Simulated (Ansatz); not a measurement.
Density of states of LuZnSn (P6_3/mmc, 12 atoms in the cell).

```
LuZnSn
1.0
    4.40009     0.00000     0.00000
   -2.20004     3.81059     0.00000
    0.00000     0.00000    15.75205
Lu Zn Sn
4 4 4
Cartesian
  0.00000   0.00000  11.81404
  0.00000   0.00000   3.93801
  0.00000   0.00000   7.87603
  0.00000   0.00000   0.00000
  2.20005   1.27020  10.46251
  0.00000   2.54039   5.28954
  0.00000   2.54039   2.58649
  2.20005   1.27020  13.16556
  2.20005   1.27020   1.77163
  0.00000   2.54039  13.98042
  0.00000   2.54039   9.64766
  2.20005   1.27020   6.10439
```

Level of theory: LDA (PW92), default PAW files made with PBE (plane waves; Ansatz, a quantum-chemistry and plane-wave program).

SCF settings: basis.ecutwfc = 420 eV; kpoints.mp_grid.grid = 4 4 1; hamiltonian.xc = lda; hamiltonian.pseudopotentials = {kind: paw} (the program's default PAW files); scf.occupations.method = cold; scf.occupations.width = 0.272 eV. Keys of the DOS step: output.dos.nscf_kmesh.grid = 8 8 2.

The starting cell comes from a database of computed structures (which also holds hypothetical and non-ambient phases and stackings), without a prior relaxation at this level. Spin-orbit coupling is off.

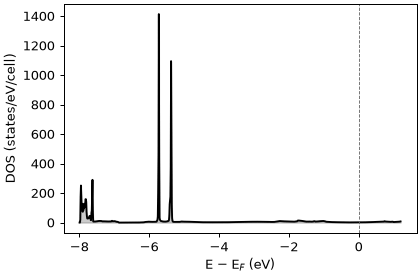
Total density of states, both spins summed.

Total DOS (both spins), as means of the tabulated values in each energy bin; the zero is the program's Fermi level or highest filled level, and the curve is cut to this window:

(E (eV), states/eV/cell): (-7.75, 69.3); (-7.25, 9.11); (-6.75, 1.55); (-6.25, 1.87); (-5.75, 58.5); (-5.25, 57.9); (-4.75, 4.57); (-4.25, 2.31); (-3.75, 2.73); (-3.25, 4.68); (-2.75, 5.35); (-2.25, 7.50); (-1.75, 8.88); (-1.25, 8.05); (-0.75, 3.94); (-0.25, 1.51); (0.25, 2.75); (0.75, 5.87)

Around zero the curve holds about 1.8 states/eV/cell.

Keys are those of Ansatz 0.2.
